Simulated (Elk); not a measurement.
Band structure of ZnCo₂ (P-3m1, 3 atoms in the cell).

```
ZnCo2
1.0
    2.58727     0.00000     0.00000
   -1.29364     2.24064     0.00000
    0.00000     0.00000     6.24990
Zn Co
1 2
Direct
  0.00000   0.00000   0.00000
  0.33333   0.66667   0.65327
  0.66667   0.33333   0.34673
```
Moments meant for the start (each program seeds them in its own way; μB, in the order of the atoms Zn Co Co): 0.0 3.0 3.0.

Computed with LDA (PW92), all-electron FP-LAPW, Elk's shipped species files, default APW+lo basis run with Elk 10.2.4.

Settings: spinpol = true; stype = 0; swidth = 0.00367493 Ha; ngridk = 10 10 4; reducebf = 0.5; rmtscf = 0.9; nempty = 12 per atom; maxscl = 100; bfcmt = [[0.0, 0.0, 0.0], [0.0, 0.0, -0.75], [0.0, 0.0, -0.75]].

The starting cell comes from a database of computed structures (which also holds hypothetical and non-ambient phases and stackings), without a prior relaxation at this level. Its lattice was rescaled by a random factor within 2.5 % of one. The magnetic order is the one reached from the typed start; others were not searched systematically. Values depend on the basis (sphere radii, cutoffs, local orbitals), which need not be converged.

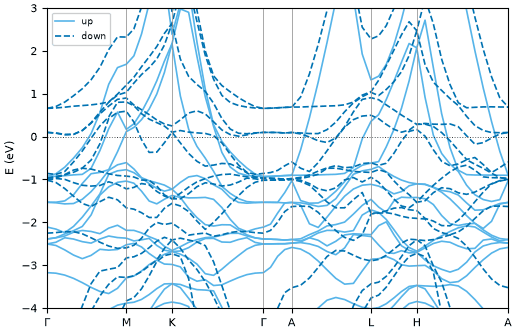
Bands along the path, energies from the Fermi level.

Levels in eV from the Fermi level, bands 23 to 30 of the first spin channel:
```json
[
 {"point": "Γ", "23": "-2.11", "24": "-1.53", "25": "-1.53", "26": "-0.93", "27": "-0.93", "28": "7.48", "29": "9.53", "30": "20.06"},
 {"point": "M", "23": "-0.77", "24": "-0.61", "25": "0.11", "26": "0.17", "27": "1.69", "28": "3.38", "29": "5.88", "30": "6.83"},
 {"point": "K", "23": "-1.23", "24": "-1.23", "25": "2.17", "26": "2.17", "27": "2.38", "28": "5.76", "29": "5.76", "30": "6.15"},
 {"point": "A", "23": "-1.54", "24": "-1.54", "25": "-1.03", "26": "-0.90", "27": "-0.90", "28": "3.54", "29": "15.97", "30": "17.35"},
 {"point": "L", "23": "-1.11", "24": "-0.76", "25": "-0.62", "26": "0.36", "27": "1.32", "28": "3.60", "29": "8.15", "30": "8.50"},
 {"point": "H", "23": "-1.10", "24": "-1.10", "25": "2.07", "26": "2.07", "27": "3.35", "28": "3.95", "29": "5.21", "30": "5.21"}
]
```

Bands cross the Fermi level along this path, so the cell is metallic at this level.

The net moment of the cell came out as 3.01 μB.
